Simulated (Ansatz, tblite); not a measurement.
# GeH3(NHtBu) (C₄H₁₃GeN): charged states by level of theory

Aim: the energy of removing an electron for GeH3(NHtBu) (C₄H₁₃GeN), by energy differences, and how well orbital energies stand in for it.

Program: Ansatz 0.2.0, Gaussian basis. Level of theory: as each input shows. These are calculated values, not measurements.

The runs, in order: charge +1 doublet, at the geometry of the singlet (PBE0-D4/def2-TZVP, PBE-D4/def2-TZVP, revPBE-D4/def2-TZVP); the starting singlet's energies come from earlier runs.

2 further runs of the same task are left out: 2 set aside as unsound or not needed.

## Step 1: The structure

The singlet was relaxed beforehand with r2SCAN-D4/def2-SVP.

19 atoms, charge 0, spin multiplicity 1.

Atoms are counted from 1 here; the program's logs count them from 0.

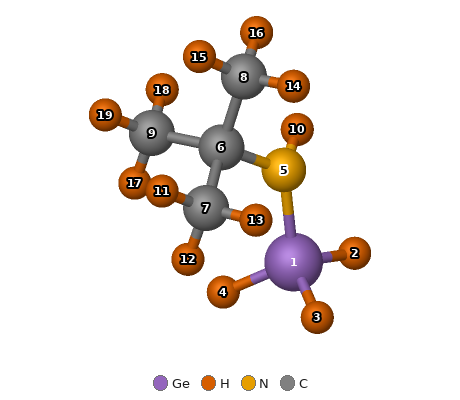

The geometry (germanium purple, hydrogen orange, nitrogen amber, carbon grey); atoms are numbered from 1 in the order of the file.

## Step 2: Charge +1 doublet at the fixed geometry, PBE0-D4/def2-TZVP

Input file in.yaml:

```yaml
crystal:
  periodic: [false, false, false]
  atoms:
    - {symbol: Ge, position_ang: [1.020192, 1.417168, 1.705397]}
    - {symbol: H, position_ang: [0.637453, 1.632866, 3.176718]}
    - {symbol: H, position_ang: [2.501184, 1.026626, 1.590839]}
    - {symbol: H, position_ang: [0.809156, 2.737078, 0.923218]}
    - {symbol: N, position_ang: [-0.034542, 0.012437, 1.150901]}
    - {symbol: C, position_ang: [-0.236840, -0.360857, -0.257167]}
    - {symbol: C, position_ang: [1.120459, -0.370145, -0.965098]}
    - {symbol: C, position_ang: [-0.834734, -1.773397, -0.277196]}
    - {symbol: C, position_ang: [-1.189121, 0.612394, -0.973436]}
    - {symbol: H, position_ang: [-0.915529, -0.020342, 1.663142]}
    - {symbol: H, position_ang: [1.012394, -0.713769, -2.005311]}
    - {symbol: H, position_ang: [1.563928, 0.639977, -0.998426]}
    - {symbol: H, position_ang: [1.824347, -1.038618, -0.444990]}
    - {symbol: H, position_ang: [-0.158660, -2.480713, 0.226830]}
    - {symbol: H, position_ang: [-1.009757, -2.119151, -1.308723]}
    - {symbol: H, position_ang: [-1.802605, -1.792044, 0.251867]}
    - {symbol: H, position_ang: [-0.781238, 1.636238, -0.965886]}
    - {symbol: H, position_ang: [-2.169718, 0.634109, -0.469075]}
    - {symbol: H, position_ang: [-1.356362, 0.320142, -2.023625]}
basis:
  gaussian: {orbitals: def2-TZVP}
total_charge: 1
magnetization: {spin_polarized: true, initial_magnetization: 1}
hamiltonian: {xc: pbe0, dispersion: d4}
scf: {omitted_lower_state_checks: [starts]}
output: {orbitals: {seedname: orbitals}}
```

Launch:

```sh
$ ansatz run in.yaml --threads 4 --pin off --events-out ev --progress --plain --max-ram 4787MiB
```

Log:

```text
Functional definition: PBE0
  name "PBE0"
  cite "Adamo & Barone, J. Chem. Phys. 110, 6158 (1999) doi:10.1063/1.478522"
  cite "Perdew, Burke & Ernzerhof, Phys. Rev. Lett. 77, 3865 (1996) doi:10.1103/PhysRevLett.77.3865"
  parent pbe
  parameter a = 0.25
  parameter kappa = 0.804
  parameter beta = 0.06672455060314922
  exchange = (1 - a)*pbe_x(kappa = kappa, mu = beta*pi^2/3) + a*exact_x
  correlation = pbe_c(beta = beta)
these checks for a lower state are left out or cut short: starts
1848 factors; their error is unknown
mean field evaluation 1: about -62319.3570 eV, gradient 7.5e1 eV
mean field evaluation 2: about -62085.2528 eV, gradient 2.0e2 eV
mean field evaluation 4: about -62346.1833 eV, gradient 1.8e1 eV
mean field evaluation 8: about -62347.8104 eV, gradient 4.2e-1 eV
mean field evaluation 16: about -62348.0571 eV, gradient 1.9e-3 eV
mean field -62348.05712398 eV, -2291.2488382754 hartree, gradient 5.5e-5 eV, S^2 0.756445; 0 other end points of the search recorded, 0 dependent functions left out
reference -62348.05716009 eV, -2291.2488396024 hartree; 38, 37 occupied and 243, 244 virtual orbitals, 1848 factors
Total energy: -62348.40858776 eV, -2291.2617543309 hartree
Checks for a lower state left out: starts
```

It took 53 s on 4 threads of AMD EPYC, shared host; peak memory 1.2 GiB.

HOMO -13.88 eV, LUMO -10.16 eV (over both spins); ⟨S²⟩ 0.756 (pure: 0.75).

## Step 3: Charge +1 doublet at the fixed geometry, PBE-D4/def2-TZVP

start.molden holds the orbitals of an earlier run on this state, given as this run's starting guess.

in.yaml: that of step 2 with these lines changed.

```diff
@@ -23,6 +23,6 @@
 basis:
-  gaussian: {orbitals: def2-TZVP}
+  gaussian: {orbitals: def2-TZVP, initial_orbitals: start.molden}
 total_charge: 1
 magnetization: {spin_polarized: true, initial_magnetization: 1}
-hamiltonian: {xc: pbe0, dispersion: d4}
+hamiltonian: {xc: pbe, dispersion: d4}
 scf: {omitted_lower_state_checks: [starts]}
```

The command is unchanged.

Log:

```text
Functional definition: PBE
  name "PBE"
  cite "Perdew, Burke & Ernzerhof, Phys. Rev. Lett. 77, 3865 (1996) doi:10.1103/PhysRevLett.77.3865"
  parent pbe
  parameter kappa = 0.804
  parameter beta = 0.06672455060314922
  exchange = pbe_x(kappa = kappa, mu = beta*pi^2/3)
  correlation = pbe_c(beta = beta)
these checks for a lower state are left out or cut short: starts
1805 factors; their error is unknown
mean field evaluation 1: about -62345.4757 eV, gradient 8.7e0 eV
mean field evaluation 2: about -62345.6695 eV, gradient 3.0e-1 eV
mean field evaluation 4: about -62345.6120 eV, gradient 1.7e-2 eV
mean field evaluation 8: about -62345.6120 eV, gradient 1.3e-5 eV
mean field -62345.61197680 eV, -2291.1589807738 hartree, gradient 1.3e-5 eV, S^2 0.753359; 0 other end points of the search recorded, 0 dependent functions left out
reference -62345.61202551 eV, -2291.1589825640 hartree; 38, 37 occupied and 243, 244 virtual orbitals, 1805 factors
Total energy: -62346.02580915 eV, -2291.1741888321 hartree
Checks for a lower state left out: starts
```

It took 24 s on 4 threads of AMD EPYC, shared host.

Report: HOMO -12.38 eV, LUMO -11.18 eV (over both spins); ⟨S²⟩ 0.753 (pure: 0.75).

## Step 4: Charge +1 doublet at the fixed geometry, revPBE-D4/def2-TZVP

in.yaml: that of step 3 with these lines changed.

```diff
@@ -26,3 +26,3 @@
 magnetization: {spin_polarized: true, initial_magnetization: 1}
-hamiltonian: {xc: pbe, dispersion: d4}
+hamiltonian: {xc: {name: revPBE}, dispersion: d4}
 scf: {omitted_lower_state_checks: [starts]}
```

The command is unchanged.

Log:

```text
Functional definition: revPBE
  name "revPBE"
  cite "Zhang & Yang, Phys. Rev. Lett. 80, 890 (1998) doi:10.1103/PhysRevLett.80.890"
  cite "Perdew, Burke & Ernzerhof, Phys. Rev. Lett. 77, 3865 (1996) doi:10.1103/PhysRevLett.77.3865"
  parameter kappa = 1.245
  parameter beta = 0.06672455060314922
  exchange = pbe_x(kappa = kappa, mu = beta*pi^2/3)
  correlation = pbe_c(beta = beta)
these checks for a lower state are left out or cut short: starts
1805 factors; their error is unknown
mean field evaluation 1: about -62356.0119 eV, gradient 8.7e0 eV
mean field evaluation 2: about -62356.1724 eV, gradient 2.6e-1 eV
mean field evaluation 4: about -62356.1136 eV, gradient 1.7e-2 eV
mean field evaluation 8: about -62356.1136 eV, gradient 1.3e-5 eV
mean field -62356.11356809 eV, -2291.5449071356 hartree, gradient 1.3e-5 eV, S^2 0.753548; 0 other end points of the search recorded, 0 dependent functions left out
reference -62356.11362890 eV, -2291.5449093701 hartree; 38, 37 occupied and 243, 244 virtual orbitals, 1805 factors
Total energy: -62357.41108859 eV, -2291.5925901345 hartree
Checks for a lower state left out: starts
```

Run time: 22 s. Hardware: 4 threads of AMD EPYC, shared host.

From the report: HOMO -12.36 eV, LUMO -11.10 eV (over both spins); ⟨S²⟩ 0.754 (pure: 0.75).

## Step 5: Vertical ionisation energy

Charged state less starting state, singlet to doublet; the starting state's energies are those of its earlier runs.

```csv
level,vertical ionisation energy (eV),time
PBE-D4/def2-TZVP,+8.29,42 s
revPBE-D4/def2-TZVP,+8.33,35 s
PBE0-D4/def2-TZVP,+8.41,78 s
```

Times add the two runs; a level without a time comes out of a correlated run.

Beside −ε(HOMO) of the starting state:

```csv
level,−ε(HOMO) (eV),by difference (eV),mismatch (eV)
PBE-D4/def2-TZVP,5.20,8.29,-3.09
revPBE-D4/def2-TZVP,5.15,8.33,-3.19
PBE0-D4/def2-TZVP,6.55,8.41,-1.86
```

## Step 6: Results

| quantity | value |
| --- | --- |
| vertical ionisation energy, functionals in def2-TZVP | 8.29 (PBE-D4) to 8.41 eV (PBE0-D4) |

**Reading.** The vertical ionisation energy spans 8.29 to 8.41 eV over the functionals. −ε(HOMO) misses the level's own difference by -1.86 eV at best (PBE0-D4) and -3.19 eV at worst (revPBE-D4).
